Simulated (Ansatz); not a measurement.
Si₃H₈: geometry relaxation (part 2 of 2)

Continued. System: Si₃H₈. Method: RKS PBE/6-31G* (Ansatz 0.2.0). It belongs to a series of runs on one base structure; here: start relaxed.

Geometry of the input (Å):
```
Si 0.0000  0.0000  0.0000
H  0.0000  0.0000  1.4600
Si 2.0935  0.0000  -0.7393
H  2.5508  -1.3762  -0.9079
H  2.1573  0.6939  -2.0222
H  2.9510  0.6823  0.2255
Si -1.0456  1.8115  -0.7393
H  -2.4302  1.4780  -1.0607
H  -1.0215  2.8436  0.2931
H  -0.3743  2.3069  -1.9374
H  -0.6877  -1.1914  -0.4862
```

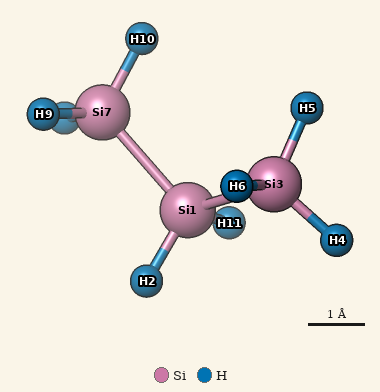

*The geometry at step 5 of the log (ball-and-stick view, seen at a tilt; atoms are numbered from 1 in the order of the input).*

Log, continued:
```
relax step   9: F+E_penalty+E_count = -23748.52874782 eV  Δ(F+E_penalty+E_count) = -1.161e-3 eV  max|allowed force component| = 3.294e-3 eV/Å  Δτ_max = 0.0345 Å  (22 SCF iters, accepted)
these checks for a lower state are left out or cut short: starts, cluster_reference, orbital_swaps, neighbouring_geometries, increment
978 factors; their error is unknown
mean field evaluation 64: about -23748.5290 eV, gradient 8.8e-5 eV
mean field -23748.52902367 eV, -872.7423442886 hartree, gradient 8.8e-5 eV, S^2 0.000000; 0 other end points of the search recorded, 0 dependent functions left out
the calculation of the forces begins
reference -23748.52906800 eV, -872.7423459180 hartree; 25, 25 occupied and 48, 48 virtual orbitals, 978 factors
relax step  10: F+E_penalty+E_count = -23748.52902367 eV  Δ(F+E_penalty+E_count) = -2.758e-4 eV  max|allowed force component| = 1.407e-2 eV/Å  Δτ_max = 0.0427 Å  (20 SCF iters, accepted)
978 factors; their error is unknown
mean field -23748.52902367 eV, -872.7423442886 hartree, gradient 8.8e-5 eV, S^2 0.000000; 1 other end points of the search recorded, 0 dependent functions left out
the calculation of the forces begins
reference -23748.52906800 eV, -872.7423459180 hartree; 25, 25 occupied and 48, 48 virtual orbitals, 978 factors
Total energy: -23748.52906800 eV, -872.7423459180 hartree
Atom 0 at    -0.062583    -0.109139    -0.187022 Å, force    -0.000617    -0.001714     0.001212 eV/Å
Atom 1 at    -0.262823    -0.441885     1.267135 Å, force     0.000947    -0.000621    -0.005805 eV/Å
Atom 2 at     2.240186    -0.028851    -0.661443 Å, force     0.007953    -0.000044     0.001132 eV/Å
Atom 3 at     2.911859    -1.325862    -0.309918 Å, force    -0.005754     0.005554    -0.001932 eV/Å
Atom 4 at     2.464166     0.238301    -2.122281 Å, force    -0.002572    -0.001333     0.002095 eV/Å
Atom 5 at     2.899737     1.070992     0.119986 Å, force    -0.000764    -0.001186     0.001947 eV/Å
Atom 6 at    -1.146778     1.920686    -0.675222 Å, force    -0.003977     0.008844     0.002461 eV/Å
Atom 7 at    -2.623299     1.823130    -0.413774 Å, force     0.014068     0.000506    -0.001737 eV/Å
Atom 8 at    -0.588489     3.027963     0.172739 Å, force    -0.004039    -0.006460    -0.005970 eV/Å
Atom 9 at    -0.944978     2.289476    -2.117229 Å, force    -0.003656    -0.002162     0.004612 eV/Å
Atom 10 at    -0.693700    -1.216212    -0.987371 Å, force    -0.001589    -0.001385     0.001984 eV/Å
Dipole moment:    -0.005061    -0.007663     0.003613 e Å
```

Trajectory as extended XYZ (Å, eV, eV/Å), 10 frames, from step=1 to step=10:
```
11
Properties=species:S:1:pos:R:3:forces:R:3 step=1 energy=-23748.07651
Si    0.0000    0.0000    0.0000   -0.3188  -0.6224   0.5522
H     0.0000    0.0000    1.4600   -0.0689  -0.1302   0.8420
Si    2.0935    0.0000   -0.7393    0.7382  -0.1231  -0.1916
H     2.5508   -1.3762   -0.9079    0.4004  -0.7143  -0.1220
H     2.1573    0.6939   -2.0222    0.1389   0.3438  -0.7126
H     2.9510    0.6823    0.2255    0.5526   0.3861   0.4481
Si   -1.0456    1.8115   -0.7393   -0.4863   0.6257  -0.2032
H    -2.4302    1.4780   -1.0607   -0.7957  -0.0356  -0.2064
H    -1.0215    2.8436    0.2931   -0.0216   0.6511   0.4813
H    -0.3743    2.3069   -1.9374    0.2775   0.3491  -0.6708
H    -0.6877   -1.1914   -0.4862   -0.4163  -0.7301  -0.2172
11
Properties=species:S:1:pos:R:3:forces:R:3 step=2 energy=-23748.46194
Si   -0.0124   -0.0225    0.0174   -0.0326  -0.0938   0.0809
H    -0.0416   -0.0806    1.5082   -0.0088  -0.0065   0.2091
Si    2.1938   -0.0655   -0.7331    0.1748   0.0424  -0.0673
H     2.7327   -1.4447   -0.9105    0.0004  -0.2066   0.0261
H     2.2970    0.6223   -2.0508   -0.0048   0.0917  -0.2054
H     3.0978    0.6524    0.2095    0.0952   0.1167   0.1559
Si   -1.1502    1.8695   -0.7336   -0.0610   0.1812  -0.0732
H    -2.5778    1.5989   -1.0679   -0.1815  -0.1097   0.0001
H    -1.1265    2.9628    0.2788    0.0350   0.1244   0.1739
H    -0.5049    2.4014   -1.9670    0.1037   0.0540  -0.1890
H    -0.7147   -1.2455   -0.4652   -0.1204  -0.1938  -0.1110
11
Properties=species:S:1:pos:R:3:forces:R:3 step=3 energy=-23748.48534
Si   -0.0211   -0.0398    0.0195    0.0209   0.0479  -0.0213
H    -0.0570   -0.1020    1.5224   -0.0001  -0.0061  -0.0111
Si    2.2109   -0.0504   -0.7407    0.0050  -0.0570   0.0196
H     2.7165   -1.4591   -0.8829    0.0240   0.0342   0.0110
H     2.3093    0.6246   -2.0798   -0.0037  -0.0260   0.0130
H     3.1059    0.6844    0.2167   -0.0136  -0.0018  -0.0141
Si   -1.1469    1.8897   -0.7402   -0.0433  -0.0181   0.0196
H    -2.5852    1.5764   -1.0449    0.0138   0.0364   0.0136
H    -1.1034    2.9790    0.2937    0.0038  -0.0093  -0.0168
H    -0.5033    2.4122   -1.9938   -0.0210  -0.0139   0.0115
H    -0.7324   -1.2664   -0.4844    0.0143   0.0137  -0.0250
11
Properties=species:S:1:pos:R:3:forces:R:3 step=4 energy=-23748.50287
Si   -0.0302   -0.0550   -0.0311    0.0007   0.0002  -0.0118
H    -0.1074   -0.1912    1.4655   -0.0067  -0.0095  -0.0135
Si    2.2217   -0.0509   -0.7210    0.0044  -0.0070   0.0066
H     2.7948   -1.4387   -0.7314    0.0019  -0.0056   0.0225
H     2.3362    0.5090   -2.1094   -0.0008  -0.0023  -0.0081
H     3.0551    0.7981    0.1948    0.0000   0.0129  -0.0025
Si   -1.1521    1.9004   -0.7200   -0.0094   0.0013   0.0037
H    -2.6218    1.6506   -0.8996   -0.0067  -0.0011   0.0212
H    -0.9794    2.9987    0.2887    0.0128   0.0050   0.0014
H    -0.6011    2.3821   -2.0310   -0.0020  -0.0026  -0.0085
H    -0.7226   -1.2546   -0.6198    0.0058   0.0087  -0.0110
11
Properties=species:S:1:pos:R:3:forces:R:3 step=5 energy=-23748.51330
Si   -0.0398   -0.0726   -0.0912   -0.0592  -0.0765   0.0316
H    -0.1724   -0.2971    1.3949    0.0064   0.0078  -0.0734
Si    2.2311   -0.0413   -0.7001    0.1705  -0.0553  -0.0120
H     2.8547   -1.4122   -0.5476   -0.0757   0.1842  -0.0108
H     2.3728    0.3840   -2.1419   -0.0008  -0.0376   0.1367
H     3.0012    0.9300    0.1634   -0.0741  -0.0893  -0.1031
Si   -1.1489    1.9122   -0.6992   -0.1282   0.1086  -0.0036
H    -2.6488    1.7129   -0.7207    0.1894   0.0307   0.0151
H    -0.8309    3.0190    0.2780   -0.0219  -0.0991  -0.1117
H    -0.7135    2.3515   -2.0754   -0.0417  -0.0255   0.1107
H    -0.7123   -1.2378   -0.7746    0.0352   0.0520   0.0204
11
Properties=species:S:1:pos:R:3:forces:R:3 step=6 energy=-23748.51900
Si   -0.0437   -0.0759   -0.1027   -0.0189  -0.0505  -0.0213
H    -0.1869   -0.3235    1.3771    0.0005   0.0086  -0.0487
Si    2.2325   -0.0422   -0.6945    0.1335  -0.0192   0.0100
H     2.8616   -1.4011   -0.5047   -0.0515   0.1159  -0.0094
H     2.3933    0.3538   -2.1396   -0.0170  -0.0290   0.0846
H     2.9902    0.9510    0.1494   -0.0516  -0.0610  -0.0601
Si   -1.1507    1.9152   -0.6951   -0.0908   0.0867   0.0121
H    -2.6478    1.7257   -0.6713    0.1224   0.0219   0.0063
H    -0.7995    3.0260    0.2616   -0.0139  -0.0733  -0.0661
H    -0.7537    2.3508   -2.0815   -0.0231  -0.0354   0.0705
H    -0.7020   -1.2312   -0.8131    0.0104   0.0351   0.0221
11
Properties=species:S:1:pos:R:3:forces:R:3 step=7 energy=-23748.52186
Si   -0.0454   -0.0924   -0.1658   -0.0741   0.0695   0.0946
H    -0.2327   -0.3795    1.2985    0.0021  -0.0453   0.0205
Si    2.2563   -0.0358   -0.6665   -0.0822   0.0065  -0.0722
H     2.8988   -1.3621   -0.3807    0.0086  -0.0021   0.0046
H     2.4233    0.2721   -2.1268    0.0482  -0.0074  -0.0018
H     2.9740    1.0230    0.1212   -0.0399  -0.0099   0.0086
Si   -1.1630    1.9188   -0.6733    0.0926   0.0153  -0.0410
H    -2.6539    1.7807   -0.5261    0.0546  -0.0093   0.0031
H    -0.6938    3.0309    0.2259   -0.0235  -0.0412  -0.0424
H    -0.8540    2.2988   -2.0954   -0.0500   0.0380   0.0297
H    -0.7163   -1.2060   -0.9254    0.0636  -0.0140  -0.0037
11
Properties=species:S:1:pos:R:3:forces:R:3 step=8 energy=-23748.52759
Si   -0.0525   -0.0921   -0.1722    0.0083  -0.0145  -0.0090
H    -0.2429   -0.4123    1.2847   -0.0001   0.0001   0.0208
Si    2.2482   -0.0355   -0.6699   -0.0750   0.0227   0.0131
H     2.8979   -1.3485   -0.3447    0.0159  -0.0119   0.0057
H     2.4466    0.2440   -2.1315    0.0241   0.0095  -0.0005
H     2.9276    1.0441    0.1223    0.0172  -0.0012  -0.0149
Si   -1.1531    1.9272   -0.6759    0.0068  -0.0095  -0.0107
H    -2.6375    1.7913   -0.4754    0.0377   0.0130  -0.0011
H    -0.6517    3.0359    0.2085   -0.0147  -0.0289  -0.0402
H    -0.9012    2.3070   -2.1093   -0.0138   0.0107   0.0438
H    -0.6882   -1.2124   -0.9511   -0.0064   0.0100  -0.0070
11
Properties=species:S:1:pos:R:3:forces:R:3 step=9 energy=-23748.52875
Si   -0.0587   -0.1029   -0.1759    0.0005   0.0004  -0.0007
H    -0.2512   -0.4250    1.2814   -0.0001   0.0011  -0.0005
Si    2.2411   -0.0308   -0.6662   -0.0014  -0.0020   0.0003
H     2.9035   -1.3375   -0.3351    0.0012   0.0013   0.0009
H     2.4535    0.2496   -2.1261    0.0009   0.0006   0.0006
H     2.9163    1.0546    0.1219   -0.0017   0.0005   0.0008
Si   -1.1479    1.9213   -0.6772   -0.0014  -0.0006   0.0012
H    -2.6285    1.8062   -0.4527    0.0002   0.0015   0.0025
H    -0.6234    3.0295    0.1898    0.0033  -0.0013  -0.0014
H    -0.9165    2.3004   -2.1118   -0.0015  -0.0014  -0.0009
H    -0.6950   -1.2169   -0.9625    0.0001   0.0000  -0.0026
11
Properties=species:S:1:pos:R:3:forces:R:3 step=10 energy=-23748.52902
Si   -0.0626   -0.1091   -0.1870   -0.0006  -0.0017   0.0012
H    -0.2628   -0.4419    1.2671    0.0009  -0.0006  -0.0058
Si    2.2402   -0.0289   -0.6614    0.0080   0.0000   0.0011
H     2.9119   -1.3259   -0.3099   -0.0058   0.0056  -0.0019
H     2.4642    0.2383   -2.1223   -0.0026  -0.0013   0.0021
H     2.8997    1.0710    0.1200   -0.0008  -0.0012   0.0019
Si   -1.1468    1.9207   -0.6752   -0.0040   0.0088   0.0025
H    -2.6233    1.8231   -0.4138    0.0141   0.0005  -0.0017
H    -0.5885    3.0280    0.1727   -0.0040  -0.0065  -0.0060
H    -0.9450    2.2895   -2.1172   -0.0037  -0.0022   0.0046
H    -0.6937   -1.2162   -0.9874   -0.0016  -0.0014   0.0020
```

Summary:

| quantity | value |
| --- | --- |
| outcome | converged |
| total energy | −23748.5291 eV |
| mean-field energy | −23748.5291 eV |
| largest force (length of the vector) at the end | 0.014 eV/Å |
| hardware | 1 thread of Arm Neoverse V1, 24 GiB of memory available, shared host |
| wall time | 27 s |
| peak memory | 0.11 GiB |
